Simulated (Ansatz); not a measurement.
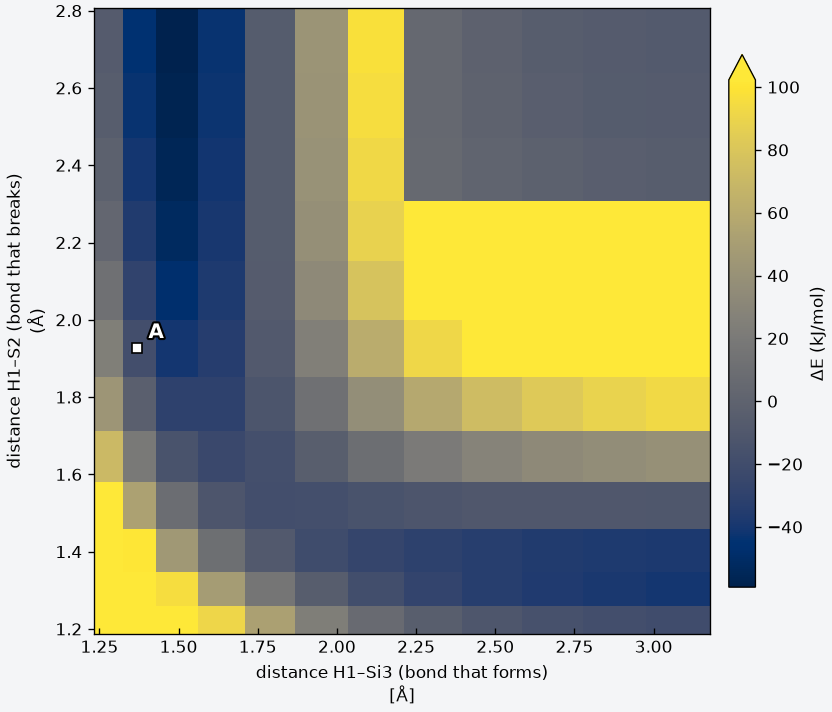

The reacting system H5SSi (fragments H₂S + H₃Si where the first distance is long, H₄Si + HS where the second is long), spin multiplicity 2. 
- Coordinates scanned: (1) distance H1–Si3 (bond that forms); (2) distance H1–S2 (bond that breaks).
- Relaxed at each point: all other coordinates.
- Grid: 12 × 12 points.
- Points are written as (first, second).
- Energies are in kJ/mol, from a guessed transition structure relaxed with its forming and breaking bonds held.
- Energies and slopes of some neighbouring points disagree (a jump in structure or state, or too coarse a mesh).
- All numbers below come from Ansatz 0.2.0, UKS BHLYP-D4/def2-SVP.

The picture shows one coloured cell a grid point, one colour for all values above the top of the scale, the point A.

**Which way does the force act at A, and how strong is it?**

A, at (1.368 Å, 1.927 Å), is not a stationary point. The computed force is 330 kJ/mol for each Å towards larger values of the first coordinate and 87 kJ/mol for each Å towards larger values of the second coordinate.
